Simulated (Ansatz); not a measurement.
**Ge (diamond structure), cut as (111) film, 4 layers, monofluoride, F-ended**

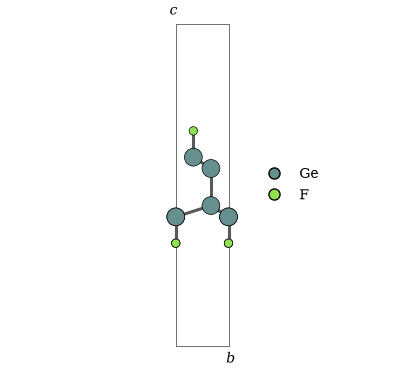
Relaxed structure, one periodic cell

All values below come from PBE (plane waves to 420 eV, PAW; Ansatz, an electronic-structure program).

* **change of bonding against the cut**: none
* **number of neighbours within 2.964 Å (ending not counted)**: 3 for 2 atoms, 4 for 2 atoms
* **mean Ge-Ge distance (least to greatest)**: 2.472 Å (2.470 to 2.482)
